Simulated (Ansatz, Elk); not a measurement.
# KCr2Se4: X-ray structure factors from the self-consistent density

Structure refinements treat a crystal as free atoms side by side. For a made-up structure of KCr2Se4 (cell and positions from a PBE relaxation) the runs below show what the calculated density changes in F(hkl).

Method: DFT, PBE, all-electron APW+lo, Dirac cores, scalar-relativistic bands, static density, ferromagnetic start, in Elk 11.2.3 (patched build).

The structure was built from a prototype and need not be the compound's stable phase.

## (1) Starting point

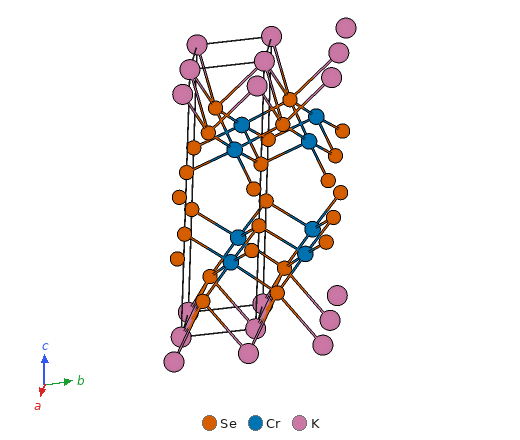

The cell as given, slightly off an axis (selenium orange, chromium blue, potassium pink). 2×2×1 cells are drawn. Bonds to atoms that aren't drawn are left out. Some periodic images of atoms are drawn too.

Coordinates:

```cif
data_structure
_symmetry_space_group_name_H-M 'P 1'
_symmetry_Int_Tables_number 1
_cell_length_a 3.7956
_cell_length_b 3.7956
_cell_length_c 12.9838
_cell_angle_alpha 90.000
_cell_angle_beta 90.000
_cell_angle_gamma 120.000
_cell_volume 161.99
loop_
_atom_site_label
_atom_site_type_symbol
_atom_site_fract_x
_atom_site_fract_y
_atom_site_fract_z
_atom_site_occupancy
Se1 Se 0.00000 0.00000 0.38487 1
Se2 Se 0.66667 0.33333 0.18514 1
Se3 Se 0.66667 0.33333 0.81486 1
Se4 Se 0.00000 0.00000 0.61513 1
Cr5 Cr 0.33333 0.66667 0.28959 1
Cr6 Cr 0.33333 0.66667 0.71041 1
K7 K 0.00000 0.00000 0.00000 1
```

## (2) Ground state and structure factors

An all-electron density is needed, since X-rays see the cores too. Task 0 finds the density and task 195 Fourier-transforms it; tshift is off so that phases refer to the origin typed.

Contents of elk.in:

```
tasks
  0
  195
  196

xctype
  20

spinpol
  .true.

rgkmax
  7.0

gmaxvr
  14.0

lmaxo
  7

lmaxapw
  8

swidth
  0.002

tshift
  .false.

ramdisk
  .false.

hmaxvr
  5.5

maxscl
  120

epspot
  1e-06

reducebf
  0.8

sppath
  './'

avec
  7.17263416335 0.00000000000 0.00000000000
  -3.58631708167 6.21168339751 -0.00000000000
  0.00000000000 -0.00000000000 24.53574234371

atoms
  3
  'Se.in'
  4
  0.0000000000 0.0000000000 0.3848720189   0.000000 0.000000 0.000000
  0.6666666667 0.3333333333 0.1851401491   0.000000 0.000000 0.000000
  0.6666666667 0.3333333333 0.8148598509   0.000000 0.000000 0.000000
  -0.0000000000 -0.0000000000 0.6151279811   0.000000 0.000000 0.000000
  'Cr.in'
  2
  0.3333333333 0.6666666667 0.2895940778   0.000000 0.000000 -0.135000
  0.3333333333 0.6666666667 0.7104059222   0.000000 0.000000 -0.135000
  'K.in'
  1
  -0.0000000000 -0.0000000000 -0.0000000000   0.000000 0.000000 0.000000

ngridk
  6 6 2
```

On the command line:

```
$ OMP_NUM_THREADS=4 elk
```

Numbers of over 12 decimals in the logs are rounded to 6 here.

The log of the run:

```text
┌─────────────────────────┐
│ Elk code version 11.2.3 │
└─────────────────────────┘

All units are atomic (Hartree, Bohr, etc.)

┌─────────────────────────────────────────────────┐
│ Ground-state run starting from atomic densities │
└─────────────────────────────────────────────────┘

Lattice vectors :
   7.172634163       0.000000000       0.000000000
  -3.586317082       6.211683398      -0.000000000
   0.000000000      -0.000000000       24.53574234

Reciprocal lattice vectors :
  0.8759941138      0.5057554374       0.000000000
  -0.000000000       1.011510875       0.000000000
  -0.000000000       0.000000000      0.2560829511

Unit cell volume      :    1093.168717
Brillouin zone volume :   0.2269093596

Muffin-tin inner radius fraction :   0.1000000000E-01

Nuclei treated as point charges

Species : 1 (Se)
 parameters loaded from : Se.in
 name : selenium
 nuclear charge    :   -34.00000000
 electronic charge :    34.00000000
 atomic mass :    143935.2749
 muffin-tin radius :    2.352698735
 number of radial points in muffin-tin :    993
 inner part over the whole radius :   0.9876441340E-02
 number on inner part of muffin-tin    :    702
 approximate nuclear radius :   0.7785908700E-04
 number of mesh points to nuclear radius :    343
 atomic positions (lattice), magnetic fields (Cartesian) :
  1 :   0.00000000  0.00000000  0.38487202    0.00000000  0.00000000  0.00000000
  2 :   0.66666667  0.33333333  0.18514015    0.00000000  0.00000000  0.00000000
  3 :   0.66666667  0.33333333  0.81485985    0.00000000  0.00000000  0.00000000
  4 :   0.00000000  0.00000000  0.61512798    0.00000000  0.00000000  0.00000000

Species : 2 (Cr)
 parameters loaded from : Cr.in
 name : chromium
 nuclear charge    :   -24.00000000
 electronic charge :    24.00000000
 atomic mass :    94783.09202
 muffin-tin radius :    2.352698735
 number of radial points in muffin-tin :    993
 inner part over the whole radius :   0.9916123176E-02
 number on inner part of muffin-tin    :    699
 approximate nuclear radius :   0.6987106690E-04
 number of mesh points to nuclear radius :    329
 atomic positions (lattice), magnetic fields (Cartesian) :
  1 :   0.33333333  0.66666667  0.28959408    0.00000000  0.00000000 -0.13500000
  2 :   0.33333333  0.66666667  0.71040592    0.00000000  0.00000000 -0.13500000

Species : 3 (K)
 parameters loaded from : K.in
 name : potassium
 nuclear charge    :   -19.00000000
 electronic charge :    19.00000000
 atomic mass :    71271.84090
 muffin-tin radius :    2.400000000
 number of radial points in muffin-tin :    993
 inner part over the whole radius :   0.9891652203E-02
 number on inner part of muffin-tin    :    697
 approximate nuclear radius :   0.6514746337E-04
 number of mesh points to nuclear radius :    319
 atomic positions (lattice), magnetic fields (Cartesian) :
  1 :   0.00000000  0.00000000  0.00000000    0.00000000  0.00000000  0.00000000

Total number of atoms per unit cell :    7
Total muffin-tin volume :    385.2004183
 ratio of muffin-tin to unit cell volume :   0.3523705101

Spin treatment :
 spin-polarised
 global magnetic field (Cartesian) :    0.000000000       0.000000000       0.000000000
 collinear magnetisation in z-direction

Number of Bravais lattice symmetries :   24
Number of crystal symmetries         :   12
Crystal has no inversion symmetry
Complex Hermitian eigensolver will be used

k-point grid :      6     6     2
k-point offset :    0.000000000       0.000000000       0.000000000
k-point set is reduced with full crystal symmetry group
Total number of k-points :       20

Muffin-tin radius times maximum |G+k| :    7.000000000
 using average radius
Maximum |G+k| for APW functions       :    2.966785490
Maximum (1/2)|G+k|²                   :    4.400908073
Maximum |G| for potential and density :    14.00000000
Constant for pseudocharge density :    8
 order of it for each species :   15  15  15
 order of it for pair densities of each species (exact exchange by exxq0 0: 16) :    9   9  10
[...]
total in muffin-tins        :    4.290954889
 total moment                :    4.955133045

RMS change in Kohn-Sham potential (target) :    2.914285708     (  0.1000000000E-05)
Absolute change in total energy (target)   :    3.020766429     (  0.1000000000E-03)

[... loops 3 to 31 left out ...]

┌──────────────────┐
│ Loop number : 32 │
└──────────────────┘

Energies :
 Fermi                       :     0.170646
 sum of occupied eigenvalues :     -7204.3610723919
 electron kinetic            :      12685.403740042
 core electron kinetic       :      11616.810131850
 Coulomb                     :     -24627.028620888
 Coulomb potential           :     -19261.379930891
 nuclear-nuclear             :     -1440.0755983826
 electron-nuclear            :     -27145.043424857
 Hartree                     :      3958.0904023515
 Madelung                    :     -14996.338655443
 xc potential                :     -628.04763612928
 xc effective B-field        :    -0.337242
 external B-field            :      0.000000
 exchange                    :     -473.79033967656
 correlation                 :     -9.581193
 electron entropic           :    -0.11260782171040E-02
 total energy                :     -12424.997539871
 (external B-field energy excluded from total)

Density of states at Fermi energy :    89.05543011
 (states/Hartree/unit cell)

Estimated indirect band gap :   0.1715207092E-02
 from k-point 12 to k-point 19
Estimated direct band gap   :   0.1077563291E-01
 at k-point 1

Charges :
 core                        :    102.0000000
 valence                     :    101.0000000
 interstitial                :    10.82062258
 muffin-tins (core leakage)
  species : 1 (Se)
[...]
species : 2 (Cr)
[...]
species : 3 (K)
[...]
total in muffin-tins        :    192.1793774
 total calculated charge     :    202.9993088
 total charge                :    203.0000000
 error                       :   0.6912347728E-03

Moments :
 interstitial                :   0.3420010247
 muffin-tins
  species : 1 (Se)
[...]
species : 2 (Cr)
[...]
species : 3 (K)
[...]
total in muffin-tins        :    5.092027013
 total moment                :    5.434028037

RMS change in Kohn-Sham potential (target) :   0.2225812623E-06 (  0.1000000000E-05)
Absolute change in total energy (target)   :   0.9777025480E-04 (  0.1000000000E-03)

Convergence targets achieved

┌──────────────────┐
│ Loop number : 33 │
└──────────────────┘

Energies :
 Fermi                       :     0.170646
 sum of occupied eigenvalues :     -7204.3610740678
 electron kinetic            :      12685.403751517
 core electron kinetic       :      11616.810133751
 Coulomb                     :     -24627.028629459
 Coulomb potential           :     -19261.379918447
 nuclear-nuclear             :     -1440.0755983826
 electron-nuclear            :     -27145.043454932
 Hartree                     :      3958.0904238556
 Madelung                    :     -14996.338670236
 xc potential                :     -628.04766266052
 xc effective B-field        :    -0.337243
 external B-field            :      0.000000
 exchange                    :     -473.79034105963
 correlation                 :     -9.581193
 electron entropic           :    -0.11260793244751E-02
 total energy                :     -12424.997538349
 (external B-field energy excluded from total)

Density of states at Fermi energy :    89.05562073
 (states/Hartree/unit cell)

Estimated indirect band gap :   0.1715092548E-02
 from k-point 12 to k-point 19
Estimated direct band gap   :   0.1077566015E-01
 at k-point 1

Charges :
 core                        :    102.0000000
 valence                     :    101.0000000
 interstitial                :    10.82062195
 muffin-tins (core leakage)
  species : 1 (Se)
[...]
species : 2 (Cr)
   atom 1                    :    22.51325974     ( -0.2223331883E-06)
   atom 2                    :    22.51325974     ( -0.2223331883E-06)
  species : 3 (K)
   atom 1                    :    17.61919063     ( -0.1015350914E-06)
 total in muffin-tins        :    192.1793780
 total calculated charge     :    202.9993088
 total charge                :    203.0000000
 error                       :   0.6912345997E-03

Moments :
 interstitial                :   0.3420017388
 muffin-tins
  species : 1 (Se)
[...]
species : 2 (Cr)
   atom 1                    :    2.816529221
   atom 2                    :    2.816529221
  species : 3 (K)
   atom 1                    :  -0.3613989997E-02
 total in muffin-tins        :    5.092030082
 total moment                :    5.434031821

┌──────────────────────────────┐
│ Self-consistent loop stopped │
└──────────────────────────────┘

Wrote STATE.OUT
```

The job ended after 11 min (4 threads of Arm Neoverse V2, shared host; peak memory 0.65 GiB).

SFACRHO.OUT:

```text

h k l indices transformed by vhmat matrix:
   1.000000000       0.000000000       0.000000000    
   0.000000000       1.000000000       0.000000000    
   0.000000000       0.000000000       1.000000000    

      h      k      l  multipl.   |H|            Re(F)            Im(F)           |F|

      0      0      0      1   0.0000000       203.00000      0.13174305E-15   203.00000    
      0      0     -1      2  0.25608295      -16.807896     -0.26528672E-13   16.807896    
      0      0     -2      2  0.51216590      -58.747570     -0.79649862E-13   58.747570    
      0      0      3      2  0.76824885       21.652061      0.19050615E-13   21.652061    
      1     -1      0      3   1.0115109       24.573802       16.488607       29.593004    
     -1      1      0      3   1.0115109       24.573802      -16.488607       29.593004    
      0      0      4      2   1.0243318      -23.567143      0.72169241E-13   23.567143    
     -1      1      1      6   1.0434236      -35.052067      -28.331960       45.070471    
     -1      0     -1      6   1.0434236      -35.052067       28.331960       45.070471    
      0     -1      2      6   1.1337849       57.765014       4.6631544       57.952928    
     -1      0     -2      6   1.1337849       57.765014      -4.6631544       57.952928    
      0      1     -3      6   1.2701813       58.349648      -66.085070       88.158482    
      0     -1     -3      6   1.2701813       58.349648       66.085070       88.158482    
      0      0     -5      2   1.2804148       76.723201      0.22649800E-12   76.723201    
      1     -1     -4      6   1.4395867      -45.634342      -19.073032       49.459819    
     -1      1      4      6   1.4395867      -45.634342       19.073032       49.459819    
      0      0     -6      2   1.5364977       30.914171      0.96553355E-13   30.914171    
     -1      0      5      6   1.6317525       50.302810       65.827153       82.846767
```

Elk indexes on the primitive cell of elk.in and gives |H| = 4π sin θ/λ in inverse bohr. Below, one row stands for each form hkl of the conventional cell (m members, Friedel mates merged), F is for one primitive cell and the density is static (no thermal factor). Free-atom factors are Waasmaier and Kirfel's, and R is Σm||F|−|F'||/Σm|F|.

```csv
hkl,m,sin θ/λ (Å⁻¹),"abs F, DFT",neutral atoms,diff.,abs of complex diff.
001,2,0.038,16.808,16.830,-0.022,0.022
002,2,0.077,58.748,58.644,+0.104,0.104
003,2,0.116,21.652,21.986,-0.334,0.334
100,6,0.152,29.593,29.000,+0.593,0.727
004,2,0.154,23.567,22.866,+0.701,0.701
101,12,0.157,45.071,44.806,+0.265,0.282
102,12,0.171,57.953,58.081,-0.129,0.520
103,12,0.191,88.158,88.071,+0.088,0.508
005,2,0.193,76.723,76.059,+0.664,0.664
104,12,0.216,49.460,49.727,-0.267,0.349
006,2,0.231,30.914,30.869,+0.046,0.046
105,12,0.245,82.847,83.393,-0.546,0.567
110,6,0.264,141.427,142.234,-0.807,0.807
111,12,0.266,13.110,13.322,-0.213,0.213
```

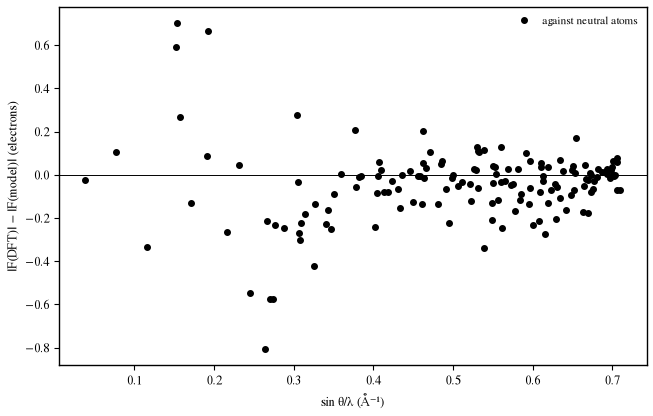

Difference between the calculated structure factors and the independent-atom ones.

## (3) The magnetisation density

The same run holds the spin density, and task 196 transforms it. The order is that of the start, and no other was tried.

SFACMAG_1.OUT:

```text

h k l indices transformed by vhmat matrix:
   1.000000000       0.000000000       0.000000000    
   0.000000000       1.000000000       0.000000000    
   0.000000000       0.000000000       1.000000000    

      h      k      l  multipl.   |H|            Re(F)            Im(F)           |F|

      0      0      0      1   0.0000000       5.4340320      0.52915965E-17   5.4340320    
      0      0     -1      2  0.25608295      -1.2330481     -0.95345946E-15   1.2330481    
      0      0     -2      2  0.51216590      -4.8520368     -0.45106926E-14   4.8520368    
      0      0      3      2  0.76824885       3.4272078     -0.56866314E-14   3.4272078    
      1     -1      0      3   1.0115109      -2.4482191      -3.9427543       4.6410223    
     -1      1      0      3   1.0115109      -2.4482191       3.9427543       4.6410223    
      0      0      4      2   1.0243318       2.5694909     -0.54484127E-14   2.5694909    
     -1      1      1      6   1.0434236      0.72892944     -0.91145484       1.1670853    
     -1      0     -1      6   1.0434236      0.72892944      0.91145484       1.1670853    
      0     -1      2      6   1.1337849       1.7342234      -3.1563607       3.6014086    
     -1      0     -2      6   1.1337849       1.7342234       3.1563607       3.6014086    
      0      1     -3      6   1.2701813      -1.3990757      -2.0837156       2.5098374    
      0     -1     -3      6   1.2701813      -1.3990757       2.0837156       2.5098374    
      0      0     -5      2   1.2804148      -3.6485409     -0.53409846E-14   3.6485409    
      1     -1     -4      6   1.4395867     -0.72522208      -1.5327927       1.6957006    
     -1      1      4      6   1.4395867     -0.72522208       1.5327927       1.6957006
```

The total moment is 5.43 μB a cell; sphere moments: Se1 -0.19, Se2 -0.08, Se3 -0.08, Se4 -0.19, Cr5 +2.82, Cr6 +2.82, K7 0.00 μB. Polarised neutrons measure spin and orbital magnetisation together; without spin-orbit coupling the run gives the spin part:

```csv
hkl,sin θ/λ (Å⁻¹),abs F_M (μB)
001,0.038,1.233
002,0.077,4.852
003,0.116,3.427
100,0.152,4.641
004,0.154,2.570
101,0.157,1.167
102,0.171,3.601
103,0.191,2.510
005,0.193,3.648
104,0.216,1.696
006,0.231,0.226
105,0.245,2.521
110,0.264,2.465
111,0.266,0.570
```

## (4) The highest occupied states alone

An energy window below the Fermi level keeps the highest occupied states, to see at which angles they scatter; shallow core shells can lie inside it and anion s states outside. No new self-consistency is needed.

elk.in, as its differences from that of step 2:

```diff
@@ -1,5 +1,3 @@
 tasks
-  0
   195
-  196
 
@@ -44,2 +42,5 @@
 
+wsfac
+  -0.270350 0.470650
+
 sppath
```

On the command line:

```
$ OMP_NUM_THREADS=4 elk
```

The log of the run:

```text
┌─────────────────────────────────┐
│ Elk code version 11.2.3 started │
└─────────────────────────────────┘

Info(readinput): the functional depends on the density's gradient
 muffin-tin radial points multiplied by    2.00000
 (not where nrmtscf is given)

┌────────────────────┐
│ Current task : 195 │
└────────────────────┘
Info(checkmt): changed muffin-tin radius of species 1 (Se) from   2.4000 to   2.3527
Info(checkmt): changed muffin-tin radius of species 2 (Cr) from   2.4000 to   2.3527

Info(sfacrho): density structure factors written to SFACRHO.OUT

 Energy window :  -0.2703500000      0.4706500000

┌──────────────────┐
│ Elk code stopped │
└──────────────────┘
```

Elapsed: 20 s, on 4 threads; peak memory 0.27 GiB.

States within 12 eV below the Fermi level hold 30.26 electrons; any levels below the window count with the cores, and a count that is not whole means the window cuts a band. Their amplitudes can exceed the total, where window and core parts have opposite phase:

```csv
hkl,sin θ/λ (Å⁻¹),"abs F, window","abs F, all"
001,0.038,5.131,16.808
002,0.077,11.798,58.748
003,0.116,3.386,21.652
100,0.152,2.721,29.593
004,0.154,0.665,23.567
101,0.157,3.511,45.071
102,0.171,4.614,57.953
103,0.191,4.412,88.158
005,0.193,1.155,76.723
104,0.216,2.977,49.460
```

(Continued in part 2 of 2.)

[Logs are printed without paths, hosts, clocks, repeated set-up lines and the standing remarks that a program may print on its own settings, such as how far it seeks lower states.]

[Hosts, paths, dates, database ids (printed as entryN), source tags and the programs' standing remarks are cut or masked in the printed files.]
